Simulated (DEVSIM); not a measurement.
Device: Ni/SiO2/n-Si capacitor, at 300 K.

```tsv
layer (left to right)	material	thickness (nm)	Nd (cm⁻³)
1	SiO2	7.50	-
2	Si	11000	2.5e15
```

Metal gate on the left, work function 5.1 eV. Fixed charge at the semiconductor interface 5.1e11 cm⁻² (in units of +e); no interface traps.

Constants are typed, rounded textbook-type inputs, not results; the design itself was drawn at random and stands for no fabricated device. Values at 300 K.

```
parameter      SiO2       Si
-------------  ----  -------
gap (eV)          9    1.124
affinity (eV)   0.9     4.05
permittivity    3.9     11.7
Nc (cm⁻³)         -  2.86e19
Nv (cm⁻³)         -   3.1e19
```

DEVSIM, 1D Poisson equation in equilibrium, Boltzmann statistics, complete ionisation; no quantum confinement or tunnelling. Metal contacts follow the ideal Schottky-Mott rule: no Fermi-level pinning, no interface dipoles.

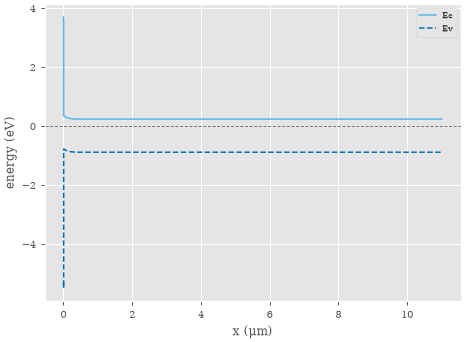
Figure: Band edges at 0.5 V on the gate

Energies count from the Fermi level of the right contact; mesh points crowd at the junctions.

```json
[
 {"x (μm)": "0.000", "Ec (eV)": "3.700", "Ev (eV)": "-5.300", "n (cm⁻³)": "< 1e2", "p (cm⁻³)": "< 1e2", "field (V/cm)": "-260000"},
 {"x (μm)": "0.001411", "Ec (eV)": "3.663", "Ev (eV)": "-5.337", "n (cm⁻³)": "< 1e2", "p (cm⁻³)": "< 1e2", "field (V/cm)": "-260000"},
 {"x (μm)": "0.003875", "Ec (eV)": "3.599", "Ev (eV)": "-5.401", "n (cm⁻³)": "< 1e2", "p (cm⁻³)": "< 1e2", "field (V/cm)": "-260000"},
 {"x (μm)": "0.006355", "Ec (eV)": "3.534", "Ev (eV)": "-5.466", "n (cm⁻³)": "< 1e2", "p (cm⁻³)": "< 1e2", "field (V/cm)": "-260000"},
 {"x (μm)": "0.008024", "Ec (eV)": "0.354", "Ev (eV)": "-0.770", "n (cm⁻³)": "3.3e13", "p (cm⁻³)": "3600000", "field (V/cm)": "-8200"},
 {"x (μm)": "0.01055", "Ec (eV)": "0.352", "Ev (eV)": "-0.772", "n (cm⁻³)": "3.5e13", "p (cm⁻³)": "3300000", "field (V/cm)": "-8100"},
 {"x (μm)": "0.01649", "Ec (eV)": "0.347", "Ev (eV)": "-0.777", "n (cm⁻³)": "4.3e13", "p (cm⁻³)": "2700000", "field (V/cm)": "-7900"},
 {"x (μm)": "0.03959", "Ec (eV)": "0.330", "Ev (eV)": "-0.794", "n (cm⁻³)": "8.3e13", "p (cm⁻³)": "1400000", "field (V/cm)": "-7000"},
 {"x (μm)": "0.08661", "Ec (eV)": "0.301", "Ev (eV)": "-0.823", "n (cm⁻³)": "2.5e14", "p (cm⁻³)": "460000", "field (V/cm)": "-5300"},
 {"x (μm)": "0.2001", "Ec (eV)": "0.261", "Ev (eV)": "-0.863", "n (cm⁻³)": "1.2e15", "p (cm⁻³)": "97000", "field (V/cm)": "-2100"},
 {"x (μm)": "0.4741", "Ec (eV)": "0.242", "Ev (eV)": "-0.882", "n (cm⁻³)": "2.4e15", "p (cm⁻³)": "48000", "field (V/cm)": "-92"},
 {"x (μm)": "1.538", "Ec (eV)": "0.242", "Ev (eV)": "-0.882", "n (cm⁻³)": "2.5e15", "p (cm⁻³)": "46000", "field (V/cm)": "≈ 0"},
 {"x (μm)": "3.704", "Ec (eV)": "0.242", "Ev (eV)": "-0.882", "n (cm⁻³)": "2.5e15", "p (cm⁻³)": "46000", "field (V/cm)": "≈ 0"},
 {"x (μm)": "7.586", "Ec (eV)": "0.242", "Ev (eV)": "-0.882", "n (cm⁻³)": "2.5e15", "p (cm⁻³)": "46000", "field (V/cm)": "≈ 0"},
 {"x (μm)": "9.963", "Ec (eV)": "0.242", "Ev (eV)": "-0.882", "n (cm⁻³)": "2.5e15", "p (cm⁻³)": "46000", "field (V/cm)": "≈ 0"},
 {"x (μm)": "10.59", "Ec (eV)": "0.242", "Ev (eV)": "-0.882", "n (cm⁻³)": "2.5e15", "p (cm⁻³)": "46000", "field (V/cm)": "≈ 0"},
 {"x (μm)": "10.84", "Ec (eV)": "0.242", "Ev (eV)": "-0.882", "n (cm⁻³)": "2.5e15", "p (cm⁻³)": "46000", "field (V/cm)": "≈ 0"},
 {"x (μm)": "10.94", "Ec (eV)": "0.242", "Ev (eV)": "-0.882", "n (cm⁻³)": "2.5e15", "p (cm⁻³)": "46000", "field (V/cm)": "≈ 0"},
 {"x (μm)": "10.99", "Ec (eV)": "0.242", "Ev (eV)": "-0.882", "n (cm⁻³)": "2.5e15", "p (cm⁻³)": "46000", "field (V/cm)": "≈ 0"},
 {"x (μm)": "11.00", "Ec (eV)": "0.242", "Ev (eV)": "-0.882", "n (cm⁻³)": "2.5e15", "p (cm⁻³)": "46000", "field (V/cm)": "≈ 0"},
 {"x (μm)": "11.01", "Ec (eV)": "0.242", "Ev (eV)": "-0.882", "n (cm⁻³)": "2.5e15", "p (cm⁻³)": "46000", "field (V/cm)": "≈ 0"},
 {"x (μm)": "11.01", "Ec (eV)": "0.242", "Ev (eV)": "-0.882", "n (cm⁻³)": "2.5e15", "p (cm⁻³)": "46000", "field (V/cm)": "≈ 0"}
]
```
